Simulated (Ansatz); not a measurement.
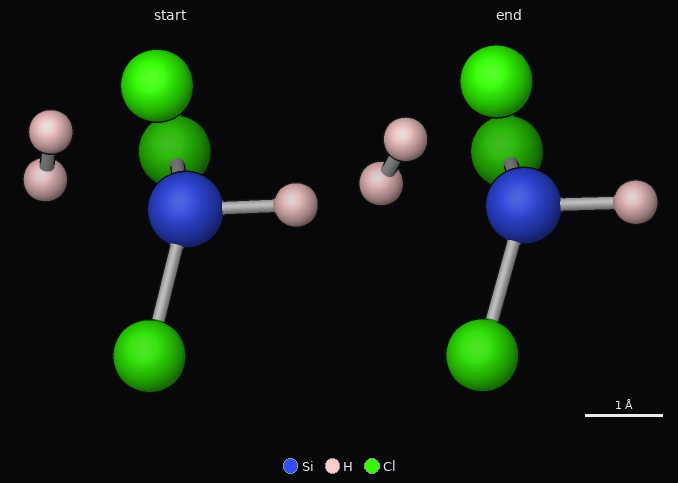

The structure of SiH3Cl3 before (left) and after (right) a constrained relaxation, at one scale.

The picture is a ball-and-stick view, seen from a free direction.

The reaction that was planned forms Si1–Cl7, H2–H6 and breaks Si1–H2, H6–Cl7 (atoms numbered from 1 in input order).

All numbers below come from RKS PBE0-D4/def2-SVP in Ansatz.

Input file:
```yaml
crystal:
  periodic: [false, false, false]
  atoms:
    - {symbol: Si, position_ang: [-0.548600, 0.031800, -0.212300]}
    - {symbol: H, position_ang: [0.931300, -0.930900, 0.427200]}
    - {symbol: Cl, position_ang: [-0.297900, -0.944700, -1.948200]}
    - {symbol: Cl, position_ang: [-1.581200, -0.742800, 1.325500]}
    - {symbol: H, position_ang: [-1.344300, 1.196900, -0.591000]}
    - {symbol: H, position_ang: [1.525000, -0.173000, 0.598700]}
    - {symbol: Cl, position_ang: [1.315700, 1.562600, 0.400000]}
basis:
  gaussian: {orbitals: def2-SVP}
hamiltonian: {xc: pbe0, dispersion: d4}
relax: {f_tol: 0.08, max_steps: 120, escape_saddle: false, constraints: [{distance: [0, 6]}, {distance: [1, 5]}, {distance: [0, 1]}, {distance: [5, 6]}]}
```

Question: What changed between the two?

Answer: The atom that moves furthest after the best rigid fit is H6 (0.24 Å). By element the largest moves are H 0.24 Å, Cl 0.09 Å, Si 0.08 Å. Some distances before and after: Si1–H6 2.236 → 1.933 Å, Si1–Cl3 2.007 → 2.048 Å, Si1–H5 1.461 → 1.479 Å. Bond angles that change, for instance: Cl3–Si1–Cl4 122.6° → 117.2°. The optimiser took 3 steps. The run took of the order of 15 core-seconds on a shared host.
